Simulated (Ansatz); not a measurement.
A series of calculations on Cl

## 1. Relaxation

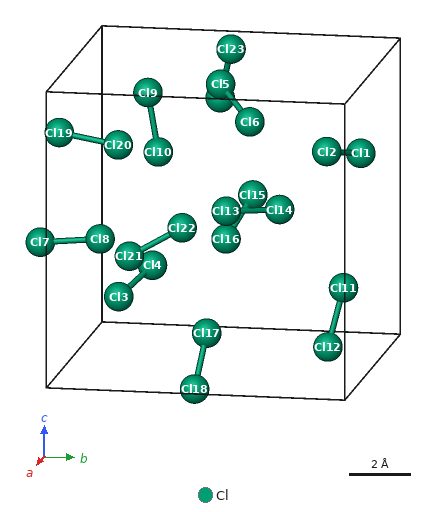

Starting structure of an amorphous cell of composition Cl. Style: ball-and-stick. Shown: the cell of the calculation, slightly off an axis.

The cell holds 12 Cl2. The run prepares the start of a later molecular dynamics calculation, from a guessed geometry.

Computed with Ansatz 0.2.0, DFT r2SCAN, scalar-relativistic, plane waves, PAW.

The input:
```yaml
accuracy: low
crystal:
  lattice:
    - [9.966555, 0.0, 0.0]
    - [0.0, 9.966555, 0.0]
    - [0.0, 0.0, 9.966555]
  atoms:
    - { symbol: Cl, position: [0.097535, 0.885272, 0.6280457] }
    - { symbol: Cl, position: [0.2780771, 0.8049518, 0.6708448] }
    - { symbol: Cl, position: [0.1955737, 0.092578, 0.1327921] }
    - { symbol: Cl, position: [0.0246715, 0.1738024, 0.204021] }
    - { symbol: Cl, position: [0.8929228, 0.5638248, 1.0251841] }
    - { symbol: Cl, position: [1.0242368, 0.686328, 0.9322964] }
    - { symbol: Cl, position: [0.8455928, -0.0490471, 0.4556459] }
    - { symbol: Cl, position: [0.8501753, 0.1520576, 0.4760035] }
    - { symbol: Cl, position: [0.2889499, 0.2078469, 0.8478229] }
    - { symbol: Cl, position: [0.2899753, 0.2427908, 0.6486838] }
    - { symbol: Cl, position: [0.4178103, 0.8870747, 0.2453293] }
    - { symbol: Cl, position: [0.4559235, 0.8420317, 0.0519461] }
    - { symbol: Cl, position: [0.7433019, 0.5548565, 0.5624797] }
    - { symbol: Cl, position: [0.6142339, 0.7095975, 0.5458901] }
    - { symbol: Cl, position: [0.059201, 0.5163483, 0.4633469] }
    - { symbol: Cl, position: [0.2124706, 0.4551853, 0.3465306] }
    - { symbol: Cl, position: [0.5088243, 0.445711, 0.0939902] }
    - { symbol: Cl, position: [0.6261936, 0.4269519, -0.0695674] }
    - { symbol: Cl, position: [0.6489744, -0.0221335, 0.7832987] }
    - { symbol: Cl, position: [0.6589262, 0.1773551, 0.751933] }
    - { symbol: Cl, position: [0.5351893, 0.1915159, 0.3491278] }
    - { symbol: Cl, position: [0.524607, 0.3664131, 0.4500115] }
    - { symbol: Cl, position: [0.1778277, 0.4655082, 0.9804547] }
    - { symbol: Cl, position: [0.1062425, 0.4158314, 0.7980093] }
basis:
  ecutwfc: 500.0
kpoints:
  mp_grid: { grid: [1, 1, 1] }
hamiltonian:
  xc: r2scan
scf:
  occupations: { method: fermi_dirac, width: 0.05 }
  lower_state_search: "off"
relax:
  f_tol: 0.3
  max_steps: 15
  adjacent_minimum: "off"
```

Launched with:
```bash
ansatz run input.yaml --threads 4 --pin off --max-ram 10240MiB --backend cpu --events-out ev --progress --plain --runs-dir out
```

> What does the optimiser find from here?

Over 10 geometry steps the energy falls by 98.0 meV per atom. Largest force component: 1.4 eV/Å at the start, 0.28 eV/Å at the end. The largest move is that of Cl6, 1.35 Å along [−1 3 0]. The lattice vectors keep their values. Among the contacts that change: Cl6–Cl23 2.723 → 3.953 Å, Cl9–Cl24 2.803 → 3.990 Å, Cl23–Cl24 2.015 → 1.994 Å, Cl11–Cl12 2.015 → 2.000 Å.

Final geometry:

```
CELL_PARAMETERS angstrom
9.96655 0.00000 0.00000
0.00000 9.96655 0.00000
0.00000 0.00000 9.96655
ATOMIC_POSITIONS crystal
Cl 0.13538 0.83186 0.55543
Cl 0.31209 0.76383 0.62405
Cl 0.20124 0.07110 0.11596
Cl 0.03049 0.17012 0.15067
Cl 0.86988 0.67949 0.04991
Cl 0.97510 0.81180 0.94275
Cl 0.86490 0.96118 0.46743
Cl 0.90225 0.15724 0.49796
Cl 0.25156 0.11289 0.82064
Cl 0.31231 0.14855 0.63151
Cl 0.46924 0.88555 0.28736
Cl 0.49202 0.91360 0.09002
Cl 0.76223 0.56757 0.63209
Cl 0.59618 0.66404 0.56799
Cl 0.00915 0.47512 0.45283
Cl 0.20138 0.43626 0.40993
Cl 0.55782 0.43777 0.09531
Cl 0.60412 0.46068 0.90177
Cl 0.60549 0.96624 0.79358
Cl 0.62144 0.16349 0.83354
Cl 0.49592 0.17764 0.36027
Cl 0.51058 0.37505 0.39516
Cl 0.19668 0.48286 0.93652
Cl 0.10000 0.47870 0.76145
```

The end point in the same view:

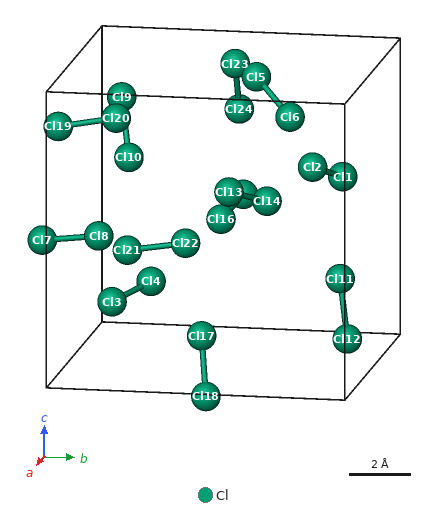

Limits of the set-up: the program's low-accuracy preset was used.

## 2. Dynamics

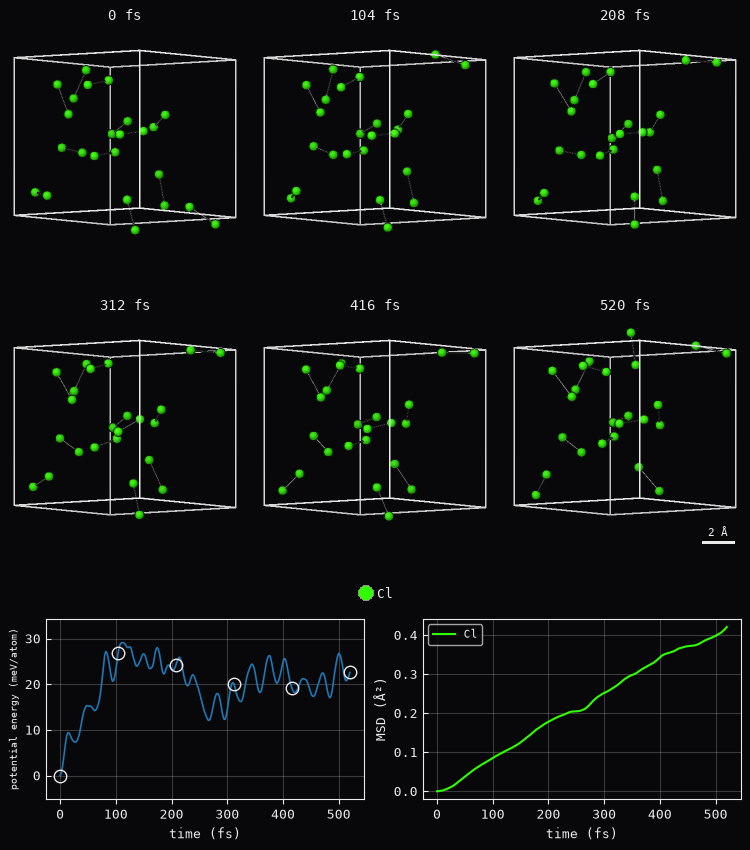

Molecular dynamics of a periodic cell with 12 Cl2 at 1.427 g/cm³, 520 fs long. Frames and the history of the run. A ball-and-stick model of the simulation cell, seen from a free direction. Atoms that leave the cell re-enter on the other side.

Method: Ansatz 0.2.0, DFT r2SCAN, scalar-relativistic, plane waves, PAW. Set-up: plane-wave cutoff 500 eV; k-point mesh 1 × 1 × 1; Fermi-Dirac smearing 0.05 eV; low-accuracy preset; Langevin thermostat (NVT); set temperature 300 K; time step 2 fs; friction 0.02 per fs.

Input
```yaml
accuracy: low
crystal:
  lattice:
    - [9.966555, 0.0, 0.0]
    - [0.0, 9.966555, 0.0]
    - [0.0, 0.0, 9.966555]
  atoms:
    - { symbol: Cl, position: [0.13537957, 0.83185981, 0.55542878] }
    - { symbol: Cl, position: [0.312088, 0.7638332, 0.62404769] }
    - { symbol: Cl, position: [0.20124236, 0.07110047, 0.11595534] }
    - { symbol: Cl, position: [0.03049307, 0.17012167, 0.15066735] }
    - { symbol: Cl, position: [0.86987699, 0.6794909, 1.04990721] }
    - { symbol: Cl, position: [0.97509876, 0.81179733, 0.94275376] }
    - { symbol: Cl, position: [0.86490482, -0.03881653, 0.46742522] }
    - { symbol: Cl, position: [0.90224622, 0.15724071, 0.49795527] }
    - { symbol: Cl, position: [0.25156056, 0.11289042, 0.82064079] }
    - { symbol: Cl, position: [0.31231225, 0.1485534, 0.63151045] }
    - { symbol: Cl, position: [0.46923886, 0.88555048, 0.28736399] }
    - { symbol: Cl, position: [0.49201526, 0.91359614, 0.09002251] }
    - { symbol: Cl, position: [0.76223346, 0.56757477, 0.63208512] }
    - { symbol: Cl, position: [0.59617517, 0.66404453, 0.56799292] }
    - { symbol: Cl, position: [0.00915067, 0.47512042, 0.4528311] }
    - { symbol: Cl, position: [0.20137992, 0.43625942, 0.40992964] }
    - { symbol: Cl, position: [0.55781524, 0.43777343, 0.09531396] }
    - { symbol: Cl, position: [0.60412094, 0.46068311, -0.09823278] }
    - { symbol: Cl, position: [0.60548679, -0.03375799, 0.79358189] }
    - { symbol: Cl, position: [0.62144178, 0.16349016, 0.83353947] }
    - { symbol: Cl, position: [0.49591743, 0.17764043, 0.36027151] }
    - { symbol: Cl, position: [0.51058297, 0.37505024, 0.39516177] }
    - { symbol: Cl, position: [0.19667717, 0.48285611, 0.93652246] }
    - { symbol: Cl, position: [0.09999815, 0.47869968, 0.7614453] }
basis:
  ecutwfc: 500.0
kpoints:
  mp_grid: { grid: [1, 1, 1] }
hamiltonian:
  xc: r2scan
scf:
  occupations: { method: fermi_dirac, width: 0.05 }
  lower_state_search: "off"
md:
  timestep: 2
  n_steps: 260
  ensemble: nvt_langevin
  temperature: 300.0
  initial_velocities: maxwell_boltzmann
  seed: 517578
  friction: 0.02
```

Run as
```bash
ansatz run input.yaml --threads 4 --pin off --max-ram 10240MiB --backend cpu --events-out ev --progress --plain --runs-dir out
```

### Describe the run.

Root-mean-square distances from the starting positions over the second half, with the common drift of all atoms taken out: Cl 0.57 Å. The heavy atoms stay within a fraction of a molecule's size of their starting places; so short a run doesn't tell a liquid from a solid. Over the second half the temperature averages 318 K (spread ±61 K). The potential energy in the second half lies on average 19.9 meV per atom above the first frame.

Limits of the set-up: the program's low-accuracy preset was used.

The run took 23 min on 4 threads of AMD EPYC 9R14 (Zen 4), on a shared host, peak memory 1.5 GiB.

## 3. Dynamics

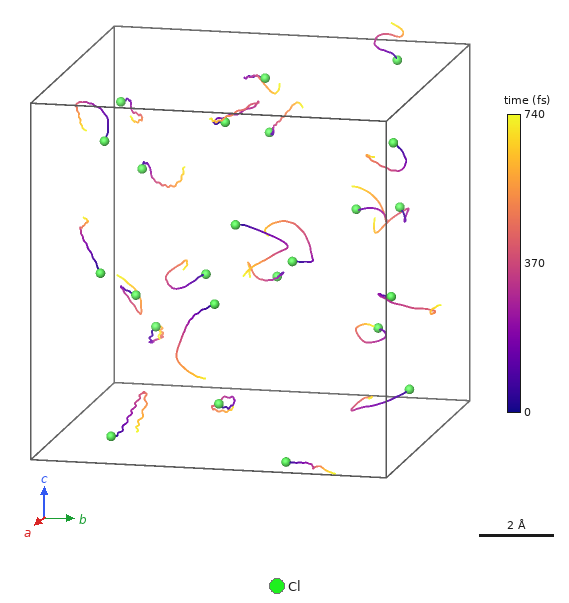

Molecular dynamics of a periodic cell with 12 Cl2 at 1.427 g/cm³, 740 fs long. It starts from the last geometry of an earlier run, with fresh velocities. Lines trace each atom's path, coloured by time; spheres stand at the starting positions. Seen slightly off an axis in the simulation cell.

These are results of DFT r2SCAN, scalar-relativistic, plane waves, PAW in Ansatz, not measurements. Set-up: plane-wave cutoff 500 eV; k-point mesh 1 × 1 × 1; Fermi-Dirac smearing 0.05 eV; low-accuracy preset; Nosé-Hoover thermostat (NVT); set temperature 300 K; time step 2 fs; thermostat time 50.0 fs.

The input:
```yaml
accuracy: low
crystal:
  lattice:
    - [9.966555, 0.0, 0.0]
    - [0.0, 9.966555, 0.0]
    - [0.0, 0.0, 9.966555]
  atoms:
    - { symbol: Cl, position: [0.11810609, 0.83087494, 0.55984178] }
    - { symbol: Cl, position: [0.30019396, 0.75114007, 0.58950206] }
    - { symbol: Cl, position: [0.11373159, 0.14353417, 0.18885865] }
    - { symbol: Cl, position: [-0.0276706, 0.21922226, 0.07061938] }
    - { symbol: Cl, position: [0.88490488, 0.69083608, 1.00373894] }
    - { symbol: Cl, position: [1.04163461, 0.80565239, 0.95461265] }
    - { symbol: Cl, position: [0.82483097, -0.02724812, 0.46902262] }
    - { symbol: Cl, position: [0.87361253, 0.16618752, 0.50413455] }
    - { symbol: Cl, position: [0.21721331, 0.06924341, 0.83800772] }
    - { symbol: Cl, position: [0.30929697, 0.15073336, 0.67406343] }
    - { symbol: Cl, position: [0.33073661, 0.81990404, 0.26636324] }
    - { symbol: Cl, position: [0.41249898, 0.92700721, 0.11739221] }
    - { symbol: Cl, position: [0.72084208, 0.51017471, 0.62434338] }
    - { symbol: Cl, position: [0.63058976, 0.64901795, 0.50905069] }
    - { symbol: Cl, position: [-0.03796625, 0.5081311, 0.45402664] }
    - { symbol: Cl, position: [0.12835985, 0.4881406, 0.35009399] }
    - { symbol: Cl, position: [0.56835577, 0.4275887, 0.08512366] }
    - { symbol: Cl, position: [0.58900996, 0.45031333, -0.1193229] }
    - { symbol: Cl, position: [0.57605589, -0.0796171, 0.844105] }
    - { symbol: Cl, position: [0.61058539, 0.11567824, 0.81527491] }
    - { symbol: Cl, position: [0.5266294, 0.18436978, 0.3686252] }
    - { symbol: Cl, position: [0.48026697, 0.37063864, 0.4268359] }
    - { symbol: Cl, position: [0.20388106, 0.47197626, 0.92224113] }
    - { symbol: Cl, position: [0.101677, 0.46028293, 0.74715412] }
basis:
  ecutwfc: 500.0
kpoints:
  mp_grid: { grid: [1, 1, 1] }
hamiltonian:
  xc: r2scan
scf:
  occupations: { method: fermi_dirac, width: 0.05 }
  lower_state_search: "off"
md:
  timestep: 2
  n_steps: 370
  ensemble: nvt_nose_hoover
  temperature: 300.0
  initial_velocities: maxwell_boltzmann
  seed: 83932
  nose_hoover: { tau: 50.0, chain_length: 3 }
```

Launched with:
```bash
ansatz run input.yaml --threads 4 --pin off --max-ram 10240MiB --backend cpu --events-out ev --progress --plain --runs-dir out
```

**How do the atoms move?**

Root-mean-square distances from the starting positions over the second half, with the common drift of all atoms taken out: Cl 1.20 Å. The molecules turn and drift from their places. The mean temperature in the second half is 284 K (standard deviation 57 K). The potential energy is still drifting at the end, so the run hasn't reached equilibrium. The potential energy in the second half lies on average 2.3 meV per atom above the first frame.

Limits of the set-up: the program's low-accuracy preset was used.

Cost: 22 min on 4 threads of AMD EPYC 9R14 (Zen 4), with other jobs on the host, peak memory 1.5 GiB.
